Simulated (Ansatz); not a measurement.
# AsF2 (quartet): one geometry, many settings

Aim: run AsF2 (quartet) at one geometry under a spread of methods and options, and see what each costs and gives.

The runs use Ansatz 0.2.0, Gaussian basis; the settings change from run to run.

21 further runs of the same task are left out: 7 that didn't finish, 14 set aside as unsound or not needed.

**1. The system**

The geometry is a PBE0/def2-TZVP stationary point (not a proven minimum) of the parent state, kept for this charge and spin. No spin-orbit coupling is included. The filled d shell of As may be among the frozen orbitals whatever the setting's name suggests; the logs give the count.

3 atoms, charge 0, spin multiplicity 4.

Atoms are counted from 1 here; the program's logs count them from 0.

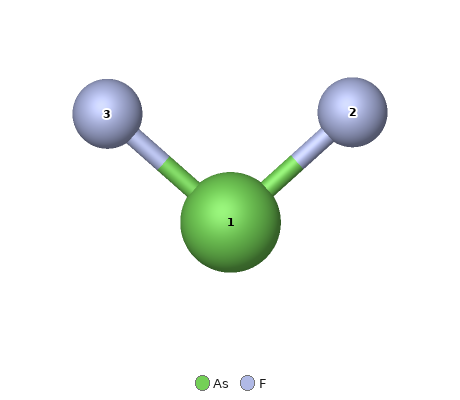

The geometry (arsenic green, fluorine light blue); atoms are numbered from 1 in the order of the file.

**2. CCSD on ROHF/cc-pVDZ**

File in.yaml:

```yaml
crystal:
  periodic: [false, false, false]
  atoms:
    - {symbol: As, position_ang: [0.000000, -0.387542, 0.000000]}
    - {symbol: F, position_ang: [0.000000, 0.764150, -1.290593]}
    - {symbol: F, position_ang: [0.000000, 0.764150, 1.290593]}
basis:
  gaussian: {orbitals: cc-pVDZ, fitting: {mean_field: def2-universal-jkfit}, point_charges: [{charge: -1.00, position_ang: [3.188, 0.166, 0.906]}]}
magnetization: {spin_polarized: false, initial_magnetization: 3}
correlation: {method: ccsd, electrons: outside_noble_gas, diis_vectors: 12}
scf: {lower_state_search: off}
```

Launch:

```
$ ansatz run in.yaml --threads 1 --pin off --events-out ev --progress --plain --max-ram 2393MiB
```

What it wrote (excerpt; [...] marks lines left out):

```text
Functional definition: HF
  name "HF"
  cite "Fock, Z. Phys. 61, 126 (1930) doi:10.1007/BF01340294"
  parent pbe
[...]
420 factors; integrals over basis functions are off by at most 1.8e-1 eV
[...]
mean field -66201.39421626 eV, -2432.8563645309 hartree, gradient 2.7e-6 eV, S^2 3.750000; 0 other end points of the search recorded, 0 dependent functions left out
16 core orbitals not correlated: weight in the atoms' cores, before any rotation towards them, 0.997 or more for the frozen orbitals, at most 0.002 for the correlated occupied ones
reference -66201.39421626 eV, -2432.8563645309 hartree; 11, 8 occupied and 28, 31 virtual orbitals, 420 factors
second order -12.23698706 eV of doubles, -0.08883159 eV of singles
cycle   1  -12.09168297 eV  change    2.4e-1 eV  update   1.0e-1
[...]
cycle  14  -12.55648815 eV  change    9.2e-6 eV  update   2.3e-5
Total energy: -66213.95070441 eV, -2433.3178069594 hartree
Checks for a lower state left out: stability, starts, cluster_reference, orbital_swaps, neighbouring_geometries, increment
```

Run time: 1.4 s. Hardware: 1 thread of Arm Neoverse V2, shared host.

From the report: correlation -12.5565 eV; T1 0.029; largest double amplitude 0.03.

**3. CCSD(T)/cc-pVDZ**

File in.yaml:

```yaml
crystal:
  periodic: [false, false, false]
  atoms:
    - {symbol: As, position_ang: [0.000000, -0.387542, 0.000000]}
    - {symbol: F, position_ang: [0.000000, 0.764150, -1.290593]}
    - {symbol: F, position_ang: [0.000000, 0.764150, 1.290593]}
basis:
  gaussian: {orbitals: cc-pVDZ}
magnetization: {spin_polarized: false, initial_magnetization: 3}
hamiltonian: {xc: {name: B3LYP}}
correlation: {method: ccsd_t, electrons: outside_noble_gas}
```

Same command.

What it wrote (excerpt; [...] marks lines left out):

```text
Functional definition: B3LYP
  name "B3LYP"
  cite "Stephens, Devlin, Chabalowski & Frisch, J. Phys. Chem. 98, 11623 (1994) doi:10.1021/j100096a001"
  cite "Becke, Phys. Rev. A 38, 3098 (1988) doi:10.1103/PhysRevA.38.3098"
  cite "Lee, Yang & Parr, Phys. Rev. B 37, 785 (1988) doi:10.1103/PhysRevB.37.785"
  cite "Vosko, Wilk & Nusair, Can. J. Phys. 58, 1200 (1980) doi:10.1139/p80-159"
[...]
589 factors; integrals over basis functions are off by at most 5.8e-4 eV
[...]
mean field -66268.99419620 eV, -2435.3406179727 hartree, gradient 8.2e-7 eV, S^2 3.750000; 4 other end points of the search recorded, 0 dependent functions left out
[...]
16 core orbitals not correlated: weight in the atoms' cores, before any rotation towards them, 0.996 or more for the frozen orbitals, at most 0.003 for the correlated occupied ones
reference -66199.92990852 eV, -2432.8025522139 hartree; 11, 8 occupied and 28, 31 virtual orbitals, 589 factors
second order -13.30158418 eV of doubles, -0.76132095 eV of singles
cycle   1  -12.83907754 eV  change     1.2e0 eV  update   1.4e-1
[...]
cycle  12  -13.48495315 eV  change   -6.9e-6 eV  update   8.9e-6
perturbative correction -0.36329344 eV, -0.0133507876 hartree
Total energy: -66213.77815511 eV, -2433.3114658894 hartree
```

It took 6.5 s on 1 thread of Arm Neoverse V2, shared host.

From the report: correlation -13.8482 eV; T1 0.027; largest double amplitude 0.05. The orbitals are Kohn-Sham ones, so correlation energy and T1 don't compare with those on Hartree-Fock orbitals.

**4. MP2 on UHF/STO-3G**

File in.yaml:

```yaml
crystal:
  periodic: [false, false, false]
  atoms:
    - {symbol: As, position_ang: [0.000000, -0.387542, 0.000000]}
    - {symbol: F, position_ang: [0.000000, 0.764150, -1.290593]}
    - {symbol: F, position_ang: [0.000000, 0.764150, 1.290593]}
basis:
  gaussian: {orbitals: STO-3G, fitting: {mean_field: def2-universal-jkfit}, point_charges: [{charge: -0.50, position_ang: [3.539, 0.092, -0.525]}]}
magnetization: {spin_polarized: true, initial_magnetization: 3}
correlation: {method: mp2, electrons: outside_noble_gas}
scf: {lower_state_search: off}
```

Same command.

What it wrote (excerpt; [...] marks lines left out):

```text
Functional definition: HF
  name "HF"
  cite "Fock, Z. Phys. 61, 126 (1930) doi:10.1007/BF01340294"
  parent pbe
[...]
420 factors; integrals over basis functions are off by at most 1.7e-2 eV
[...]
mean field -65445.65297775 eV, -2405.0833862755 hartree, gradient 2.2e-6 eV, S^2 3.761994; 0 other end points of the search recorded, 0 dependent functions left out
16 core orbitals not correlated, not the lowest: weight in the atoms' cores, before any rotation towards them, 0.980 or more for the frozen orbitals, at most 0.011 for the correlated occupied ones
reference -65445.65297775 eV, -2405.0833862755 hartree; 11, 8 occupied and 1, 4 virtual orbitals, 420 factors
second order -0.89166481 eV of doubles, -0.00000000 eV of singles
Total energy: -65446.54464257 eV, -2405.1161543530 hartree
Checks for a lower state left out: stability, starts, cluster_reference, orbital_swaps, neighbouring_geometries, increment
```

It took 0.33 s on 1 thread of Arm Neoverse V2, shared host.

From the report: ⟨S²⟩ of the determinant 3.762 (pure quartet: 3.75).

**5. BCCD(T) on UHF/cc-pVDZ**

File in.yaml:

```yaml
crystal:
  periodic: [false, false, false]
  atoms:
    - {symbol: As, position_ang: [0.000000, -0.387542, 0.000000]}
    - {symbol: F, position_ang: [0.000000, 0.764150, -1.290593]}
    - {symbol: F, position_ang: [0.000000, 0.764150, 1.290593]}
basis:
  gaussian: {orbitals: cc-pVDZ, fitting: {mean_field: def2-universal-jkfit}}
magnetization: {spin_polarized: true, initial_magnetization: 3}
correlation: {method: bccd_t, electrons: outside_noble_gas}
scf: {lower_state_search: off}
```

The command is unchanged.

What it wrote (excerpt; [...] marks lines left out):

```text
Functional definition: HF
  name "HF"
  cite "Fock, Z. Phys. 61, 126 (1930) doi:10.1007/BF01340294"
  parent pbe
[...]
420 factors; integrals over basis functions are off by at most 1.8e-1 eV
[...]
mean field -66201.24833986 eV, -2432.8510036721 hartree, gradient 1.5e-6 eV, S^2 3.769281; 0 other end points of the search recorded, 0 dependent functions left out
16 core orbitals not correlated: weight in the atoms' cores, before any rotation towards them, 0.997 or more for the frozen orbitals, at most 0.003 for the correlated occupied ones
reference -66201.24833986 eV, -2432.8510036721 hartree; 11, 8 occupied and 28, 31 virtual orbitals, 420 factors
second order -12.14658392 eV of doubles, -0.00000000 eV of singles
cycle   1  -11.98948303 eV  change    1.6e-1 eV  update   1.0e-1
[...]
cycle  13  -12.37602222 eV  change    1.7e-5 eV  update   8.5e-6
perturbative correction -0.32697999 eV, -0.0120162930 hartree
Total energy: -66213.95134207 eV, -2433.3178303928 hartree
Checks for a lower state left out: stability, starts, cluster_reference, orbital_swaps, neighbouring_geometries, increment
```

Wall time 1.5 s (1 thread of Arm Neoverse V2, shared host).

From the report: ⟨S²⟩ of the determinant 3.769 (pure quartet: 3.75); correlation -12.7030 eV; largest double amplitude 0.05.

**6. CCSD(T) on ROHF/6-31G**

File in.yaml:

```yaml
crystal:
  periodic: [false, false, false]
  atoms:
    - {symbol: As, position_ang: [0.000000, -0.387542, 0.000000]}
    - {symbol: F, position_ang: [0.000000, 0.764150, -1.290593]}
    - {symbol: F, position_ang: [0.000000, 0.764150, 1.290593]}
basis:
  gaussian: {orbitals: 6-31G}
magnetization: {spin_polarized: false, initial_magnetization: 3}
correlation: {method: ccsd_t, electrons: outside_noble_gas}
accuracy: high
output: {forces: true}
```

Launched as before.

What it wrote (excerpt; [...] marks lines left out):

```text
Functional definition: HF
  name "HF"
  cite "Fock, Z. Phys. 61, 126 (1930) doi:10.1007/BF01340294"
  parent pbe
[...]
796 factors; integrals over basis functions are off by at most 3.9e-9 eV
[...]
mean field -66190.79219990 eV, -2432.4667476161 hartree, gradient 1.4e-8 eV, S^2 3.750000; 6 other end points of the search recorded, 0 dependent functions left out
[...]
determinant -66190.79219990 eV, -2432.4667476161 hartree, with singles and doubles -66198.87491768 eV, -2432.7637820158 hartree
determinant -66189.17218479 eV, -2432.4072131587 hartree, with singles and doubles -66197.40752350 eV, -2432.7098562744 hartree
determinant -66187.65005543 eV, -2432.3512759365 hartree, with singles and doubles -66196.20692302 eV, -2432.6657350203 hartree
determinant -66187.60535742 eV, -2432.3496333151 hartree, with singles and doubles -66196.04130651 eV, -2432.6596487259 hartree
determinant -66187.53765494 eV, -2432.3471452948 hartree, with singles and doubles -66195.81706745 eV, -2432.6514080923 hartree
16 core orbitals not correlated: weight in the atoms' cores, before any rotation towards them, 0.995 or more for the frozen orbitals, at most 0.004 for the correlated occupied ones
reference -66190.79219990 eV, -2432.4667476161 hartree; 11, 8 occupied and 20, 23 virtual orbitals, 796 factors
second order -7.99204224 eV of doubles, -0.10217932 eV of singles
cycle   1  -8.08472814 eV  change   -2.0e-3 eV  update   2.5e-3
[...]
cycle  20  -8.08684385 eV  change   1.4e-10 eV  update   2.2e-9
perturbative correction -0.15524149 eV, -0.0057050197 hartree
[...]
Total energy: -66199.03428524 eV, -2432.7696386656 hartree
Atom 0 at     0.000000    -0.387542     0.000000 Å, force    -0.000000    -7.180895     0.000000 eV/Å
Atom 1 at     0.000000     0.764150    -1.290593 Å, force     0.000000     3.590447    -2.514072 eV/Å
Atom 2 at     0.000000     0.764150     1.290593 Å, force     0.000000     3.590447     2.514072 eV/Å
Dipole moment:     0.000000    -0.541891    -0.000000 e Å
```

It took 13 s on 1 thread of Arm Neoverse V2, shared host.

From the report: correlation -8.2421 eV; T1 0.027; largest double amplitude 0.06.

**7. HF/def2-SVP**

Edit in.yaml of step 6 so:

```diff
@@ -7,6 +7,6 @@
 basis:
-  gaussian: {orbitals: 6-31G}
+  gaussian: {orbitals: def2-SVP}
 magnetization: {spin_polarized: false, initial_magnetization: 3}
-correlation: {method: ccsd_t, electrons: outside_noble_gas}
-accuracy: high
-output: {forces: true}
+hamiltonian: {xc: hf}
+scf: {lower_state_search: full}
+output: {forces: true, orbitals: {seedname: orbitals}}
```

Same command.

What it wrote (excerpt; [...] marks lines left out):

```text
Functional definition: HF
  name "HF"
  cite "Fock, Z. Phys. 61, 126 (1930) doi:10.1007/BF01340294"
  parent pbe
[...]
573 factors; integrals over basis functions are off by at most 4.4e-4 eV
[...]
mean field -66189.66744570 eV, -2432.4254136616 hartree, gradient 1.7e-5 eV, S^2 3.750000; 8 other end points of the search recorded, 0 dependent functions left out
[...]
reference -66189.66744570 eV, -2432.4254136616 hartree; 27, 24 occupied and 33, 36 virtual orbitals, 573 factors
Total energy: -66189.66744570 eV, -2432.4254136616 hartree
Atom 0 at     0.000000    -0.387542     0.000000 Å, force     0.000000    -3.088440    -0.000000 eV/Å
Atom 1 at     0.000000     0.764150    -1.290593 Å, force    -0.000000     1.544220     0.058529 eV/Å
Atom 2 at     0.000000     0.764150     1.290593 Å, force     0.000000     1.544220    -0.058529 eV/Å
Dipole moment:     0.000000    -0.574993    -0.000000 e Å
```

Run time: 4.1 s. Hardware: 1 thread of Arm Neoverse V2, shared host.

**8. HF/STO-3G**

Edit in.yaml of step 7 so:

```diff
@@ -7,6 +7,5 @@
 basis:
-  gaussian: {orbitals: def2-SVP}
+  gaussian: {orbitals: STO-3G}
 magnetization: {spin_polarized: false, initial_magnetization: 3}
 hamiltonian: {xc: hf}
-scf: {lower_state_search: full}
 output: {forces: true, orbitals: {seedname: orbitals}}
```

The command is unchanged.

What it wrote (excerpt; [...] marks lines left out):

```text
Functional definition: HF
  name "HF"
  cite "Fock, Z. Phys. 61, 126 (1930) doi:10.1007/BF01340294"
  parent pbe
[...]
322 factors; integrals over basis functions are off by at most 2.8e-5 eV
[...]
mean field -65445.52112841 eV, -2405.0785409015 hartree, gradient 1.3e-5 eV, S^2 3.750000; 7 other end points of the search recorded, 0 dependent functions left out
[...]
reference -65445.52112841 eV, -2405.0785409015 hartree; 27, 24 occupied and 1, 4 virtual orbitals, 322 factors
WARN: the results are in doubt because the forces break the atoms' symmetry
Total energy: -65445.52112841 eV, -2405.0785409015 hartree
Atom 0 at     0.000000    -0.387542     0.000000 Å, force     0.000000   -11.584549    10.613148 eV/Å
Atom 1 at     0.000000     0.764150    -1.290593 Å, force    -0.000000    10.527718   -10.116412 eV/Å
Atom 2 at     0.000000     0.764150     1.290593 Å, force    -0.000000     1.056831    -0.496736 eV/Å
Dipole moment:    -0.000000     0.111817    -0.263848 e Å
In doubt: the forces break the atoms' symmetry
```

Run time: 0.87 s. Hardware: 1 thread of Arm Neoverse V2, shared host.

The program marks this result as in doubt; its last lines say why.

**9. CCSD(T) on ROHF/def2-SVP**

Edit in.yaml of step 8 so:

```diff
@@ -7,5 +7,5 @@
 basis:
-  gaussian: {orbitals: STO-3G}
+  gaussian: {orbitals: def2-SVP}
 magnetization: {spin_polarized: false, initial_magnetization: 3}
-hamiltonian: {xc: hf}
-output: {forces: true, orbitals: {seedname: orbitals}}
+correlation: {method: ccsd_t, electrons: valence}
+accuracy: high
```

The command is unchanged.

What it wrote (excerpt; [...] marks lines left out):

```text
Functional definition: HF
  name "HF"
  cite "Fock, Z. Phys. 61, 126 (1930) doi:10.1007/BF01340294"
  parent pbe
[...]
1087 factors; integrals over basis functions are off by at most 4.7e-9 eV
[...]
mean field -66189.66787713 eV, -2432.4254295164 hartree, gradient 4.2e-8 eV, S^2 3.750000; 4 other end points of the search recorded, 0 dependent functions left out
[...]
determinant -66189.66787713 eV, -2432.4254295164 hartree, with singles and doubles -66205.24526540 eV, -2432.9978879765 hartree
determinant -66188.05592520 eV, -2432.3661913755 hartree, with singles and doubles -66203.82166029 eV, -2432.9455714538 hartree
11 core orbitals not correlated: weight in the atoms' cores, before any rotation towards them, 1.000 or more for the frozen orbitals, at most 0.000 for the correlated occupied ones
reference -66189.66787713 eV, -2432.4254295164 hartree; 16, 13 occupied and 33, 36 virtual orbitals, 1087 factors
second order -15.46814144 eV of doubles, -0.10113380 eV of singles
cycle   1  -15.58131784 eV  change   -3.9e-3 eV  update   3.1e-3
[...]
cycle  21  -15.58502557 eV  change   -1.7e-9 eV  update  9.3e-10
perturbative correction -0.34879779 eV, -0.0128180822 hartree
Total energy: -66205.60170049 eV, -2433.0109867243 hartree
```

Wall time 17 s (1 thread of Arm Neoverse V2, shared host); peak memory 0.28 GiB.

From the report: correlation -15.9338 eV; T1 0.024; largest double amplitude 0.04.

**10. NEVPT2(17,10)/cc-pVDZ**

Edit in.yaml of step 9 so:

```diff
@@ -7,5 +7,5 @@
 basis:
-  gaussian: {orbitals: def2-SVP}
+  gaussian: {orbitals: cc-pVDZ}
 magnetization: {spin_polarized: false, initial_magnetization: 3}
-correlation: {method: ccsd_t, electrons: valence}
-accuracy: high
+correlation: {method: sc_nevpt2, electrons: outside_noble_gas, active_space: {window: {electrons: 17, orbitals: 10}}}
+output: {forces: true}
```

The command is unchanged.

What it wrote (excerpt; [...] marks lines left out):

```text
Functional definition: HF
  name "HF"
  cite "Fock, Z. Phys. 61, 126 (1930) doi:10.1007/BF01340294"
  parent pbe
[...]
589 factors; integrals over basis functions are off by at most 5.8e-4 eV
[...]
mean field -66201.04555609 eV, -2432.8435515059 hartree, gradient 4.2e-6 eV, S^2 3.750000; 6 other end points of the search recorded, 0 dependent functions left out
reference -66201.04555609 eV, -2432.8435515059 hartree; 27, 24 occupied and 28, 31 virtual orbitals, 589 factors
state -66201.10645168 eV, -2432.8457893775 hartree
state -66201.10645168 eV, -2432.8457893775 hartree; corrected -66212.13678431 eV, -2433.2511466252 hartree
WARN: 3 active orbitals are nearly empty or full. The corrections depend on them more than the energy does, and are more stable in an active space without them
[...]
Total energy: -66212.13678431 eV, -2433.2511466252 hartree
Atom 0 at     0.000000    -0.387542     0.000000 Å, force     0.000000    -5.247069    -0.000000 eV/Å
Atom 1 at     0.000000     0.764150    -1.290593 Å, force     0.000000     2.623535    -1.409981 eV/Å
Atom 2 at     0.000000     0.764150     1.290593 Å, force    -0.000000     2.623535     1.409981 eV/Å
Dipole moment:     0.000000    -0.386890     0.000000 e Å
```

It took 13 s on 1 thread of Arm Neoverse V2, shared host.

From the report: 34 determinants; active occupations 2.00, 2.00, 2.00, 2.00, 2.00, 2.00, 2.00, 1.00, 1.00, 1.00. The report marks this result as in doubt.

**11. The runs in one table**

Where basis and cores are those of an earlier UCCSDT(Q)/cc-pVDZ run (-66214.0171 eV), and the state is the same kind, the miss against it is given. † marks a result that the program doubts.

```
                                       level         correlated  functions  energy (eV)  from UCCSDT(Q) (meV)    time
CCSD on ROHF/cc-pVDZ (beside a point charge)  outside noble gas         55  -66213.9507                         1.4 s
         CCSD(T)/cc-pVDZ (on B3LYP orbitals)  outside noble gas         55  -66213.7782                 238.9   6.5 s
   MP2 on UHF/STO-3G (beside a point charge)  outside noble gas         28  -65446.5446                        0.33 s
                      BCCD(T) on UHF/cc-pVDZ  outside noble gas         55  -66213.9513                  65.7   1.5 s
                       CCSD(T) on ROHF/6-31G  outside noble gas         47  -66199.0343                          13 s
                                 HF/def2-SVP                            60  -66189.6674                         4.1 s
                                 HF/STO-3G †                            28  -65445.5211                        0.87 s
                    CCSD(T) on ROHF/def2-SVP            valence         60  -66205.6017                          17 s
                     NEVPT2(17,10)/cc-pVDZ †  outside noble gas         55  -66212.1368                1880.3    13 s
```

**12. Summary of results**

| quantity | value |
| --- | --- |
| runs | 9 |
| quickest | MP2 on UHF/STO-3G (beside a point charge), 0.33 s |
| slowest | CCSD(T) on ROHF/def2-SVP, 17 s |

Total energies in different bases, with other cores or another treatment of relativity can't be set against each other. CCSD(T) on ROHF/def2-SVP took 52 times as long as MP2 on UHF/STO-3G (beside a point charge); the jobs differ in more than the method. Among the correlated runs with a miss given, it spans +66 to +1880 meV. Cores frozen from Kohn-Sham orbitals shift the total energy.
